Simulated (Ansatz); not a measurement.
# triplet SClO2F at 6 levels

We compute a comparison of 6 runs (UBHLYP/def2-SVP, UPBE/def2-SVP, USVWN5/def2-SVP, RPA@PBE/def2-SVP, UMP2/def2-SVP, UBCCD(T)/def2-SVP) of triplet SClO2F. 

Program for the calculation: Ansatz 0.2.0.

64 further runs of the same task are left out: 64 set aside as unsound or not needed.

## (1) The molecule

SClO2F: 5 atoms, total charge 0, spin state triplet. SMILES of the parent species: `O=S(=O)(F)Cl`. The coordinates come from a PBE0-D4/def2-TZVP relaxation. That shape belongs to the parent species and isn't relaxed for this state.

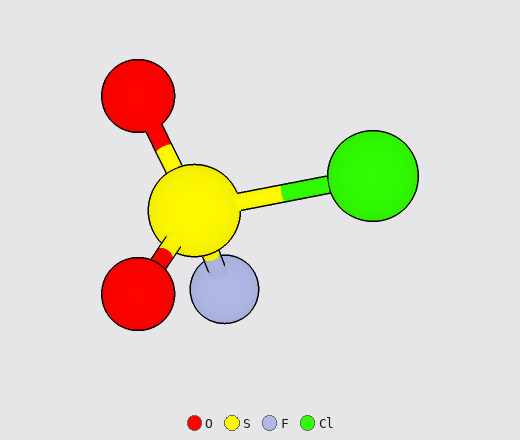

Viewed from a chosen angle; oxygen red, sulfur yellow, fluorine light blue, chlorine green.

## (2) The energy at UBHLYP/def2-SVP (run 1)

File run.yaml:

```yaml
crystal:
  periodic: [false, false, false]
  atoms:
    - {symbol: O, position_ang: [-0.123540, -0.162690, 1.503010]}
    - {symbol: S, position_ang: [0.100210, -0.145140, 0.111160]}
    - {symbol: O, position_ang: [1.158000, -0.828940, -0.522160]}
    - {symbol: F, position_ang: [-1.214690, -0.608760, -0.568390]}
    - {symbol: Cl, position_ang: [0.080010, 1.745540, -0.523620]}
basis:
  gaussian:
    orbitals: def2-SVP
magnetization:
  spin_polarized: true
  initial_magnetization: 2
hamiltonian:
  xc: {name: BHLYP}
accuracy: high
output: {orbitals: {seedname: orbitals}}
```

Command:

```console
$ ansatz run run.yaml --threads 1 --pin off --max-ram 3480MiB --events-out events.jsonl --progress --plain --runs-dir runs
```

The log of the run:

```text
Warning: RAYON_NUM_THREADS=1 ignored (pool sized by the plan → 1); use --threads N
Functional definition: BHLYP
  name "BHLYP"
  parameter a = 0.5
  exchange = (1 - a)*b88_x + a*exact_x
  correlation = lyp_c
1568 factors; integrals over basis functions are off by at most 3.1e-9 eV
mean field evaluation 1: about -30136.0582 eV, gradient 4.7e1 eV
mean field evaluation 2: about -30123.9618 eV, gradient 7.3e1 eV
mean field evaluation 4: about -30143.9878 eV, gradient 3.3e0 eV
mean field evaluation 8: about -30144.1755 eV, gradient 3.6e-1 eV
mean field evaluation 16: about -30144.1783 eV, gradient 9.5e-3 eV
mean field evaluation 32: about -30144.1783 eV, gradient 5.2e-4 eV
mean field evaluation 64: about -30144.0665 eV, gradient 6.3e-1 eV
mean field -30144.17830826 eV, -1107.7781203707 hartree, gradient 5.2e-8 eV, S^2 2.012985; 6 other end points of the search recorded, 0 dependent functions left out
reference -30144.17832466 eV, -1107.7781209733 hartree; 30, 28 occupied and 48, 50 virtual orbitals, 1568 factors
Total energy: -30144.17832466 eV, -1107.7781209733 hartree
```

Run time: 30 s. Hardware: 1 thread of Arm Neoverse V2, shared host; peak memory 0.36 GiB.

## (3) A single-point energy at UPBE/def2-SVP (run 2)

File input.yaml:

```yaml
crystal:
  periodic: [false, false, false]
  atoms:
    - {symbol: O, position_ang: [-0.123540, -0.162690, 1.503010]}
    - {symbol: S, position_ang: [0.100210, -0.145140, 0.111160]}
    - {symbol: O, position_ang: [1.158000, -0.828940, -0.522160]}
    - {symbol: F, position_ang: [-1.214690, -0.608760, -0.568390]}
    - {symbol: Cl, position_ang: [0.080010, 1.745540, -0.523620]}
basis:
  gaussian:
    orbitals: def2-SVP
magnetization:
  spin_polarized: true
  initial_magnetization: 2
hamiltonian:
  xc: {name: PBE}
accuracy: high
output: {orbitals: {seedname: orbitals}}
```

Command:

```console
$ ansatz run input.yaml --threads 1 --pin off --max-ram 3480MiB --events-out events.jsonl --progress --plain --runs-dir runs
```

The log of the run:

```text
Warning: RAYON_NUM_THREADS=1 ignored (pool sized by the plan → 1); use --threads N
Functional definition: PBE
  name "PBE"
  parameter kappa = 0.804
  parameter beta = 0.06672455060314922
  exchange = pbe_x(kappa = kappa, mu = beta*pi^2/3)
  correlation = pbe_c(beta = beta)
1568 factors; integrals over basis functions are off by at most 3.1e-9 eV
mean field evaluation 1: about -30119.3675 eV, gradient 5.9e1 eV
mean field evaluation 2: about -30038.2873 eV, gradient 1.5e2 eV
mean field evaluation 4: about -30129.9679 eV, gradient 2.3e1 eV
mean field evaluation 8: about -30132.3437 eV, gradient 1.2e0 eV
mean field evaluation 16: about -30132.3487 eV, gradient 3.1e-4 eV
mean field evaluation 32: about -30131.0066 eV, gradient 4.2e0 eV
mean field evaluation 64: about -30131.8618 eV, gradient 3.3e0 eV
mean field -30132.34868341 eV, -1107.3433896759 hartree, gradient 1.3e-8 eV, S^2 2.002587; 7 other end points of the search recorded, 0 dependent functions left out
reference -30132.34868482 eV, -1107.3433897277 hartree; 30, 28 occupied and 48, 50 virtual orbitals, 1568 factors
Total energy: -30132.34868482 eV, -1107.3433897277 hartree
```

Wall time 15 s (1 thread of Arm Neoverse V2, shared host); peak memory 0.23 GiB.

Runs 3 to 5 aren't shown in full; the table further down has their settings and results.

## (4) The energy at UBCCD(T)/def2-SVP (run 6)

File in.yaml:

```yaml
basis:
  gaussian:
    orbitals: def2-SVP
crystal:
  periodic: [false, false, false]
  atoms:
    - {symbol: O, position_ang: [-0.123540, -0.162690, 1.503010]}
    - {symbol: S, position_ang: [0.100210, -0.145140, 0.111160]}
    - {symbol: O, position_ang: [1.158000, -0.828940, -0.522160]}
    - {symbol: F, position_ang: [-1.214690, -0.608760, -0.568390]}
    - {symbol: Cl, position_ang: [0.080010, 1.745540, -0.523620]}
scf:
  omitted_lower_state_checks: [cluster_reference, increment]
magnetization:
  spin_polarized: true
  initial_magnetization: 2
correlation:
  method: bccd_t
  frozen_orbitals: {Cl: 5, F: 1, O: 1, S: 5}
accuracy: high
```

Command:

```console
$ ansatz run in.yaml --threads 1 --pin off --max-ram 3480MiB --events-out events.jsonl --progress --plain --runs-dir runs
```

The log of the run:

```text
Warning: RAYON_NUM_THREADS=1 ignored (pool sized by the plan → 1); use --threads N
[... 17 lines left out ...]
13 core orbitals not correlated: weight in the atoms' cores, before any rotation towards them, 1.000 or more for the frozen orbitals, at most 0.000 for the correlated occupied ones
[... 45 lines left out ...]
Total energy: -30102.19303889 eV, -1106.2351901797 hartree
Checks for a lower state left out: cluster_reference, increment
```

Run time: 2 min. Hardware: 1 thread of Arm Neoverse V2, shared host; peak memory 0.89 GiB.

## (5) The series

| run | level | frozen core orbitals | energy (Eh) | ⟨S²⟩ | wall time |
| --- | --- | --- | --- | --- | --- |
| 1 | UBHLYP/def2-SVP | – | -1107.778121 | 2.013 | 30 s |
| 2 | UPBE/def2-SVP | – | -1107.343390 | 2.003 | 15 s |
| 3 | USVWN5/def2-SVP | – | -1103.430889 | 2.002 | 6.9 s |
| 4 | RPA@PBE/def2-SVP | 13 | -1106.550764 | 2.003 | 26 s |
| 5 | UMP2/def2-SVP | 13 | -1106.189062 | 2.017 | 16 s |
| 6 | UBCCD(T)/def2-SVP | 13 | -1106.235190 | 2.017 | 2 min |

## (6) What came out

```
                                           quantity           value
                                run 6: total energy  -1106.23519 Eh
run 6: correlation energy (13 core orbitals frozen)      -856.4 mEh
                              run 6: (T) correction      -29.13 mEh
           run 6: ⟨S²⟩ of the reference determinant           2.017
```

In words: Totals of different functionals can't be ranked against each other. All runs together took 3.6 min, the longest 2 min.
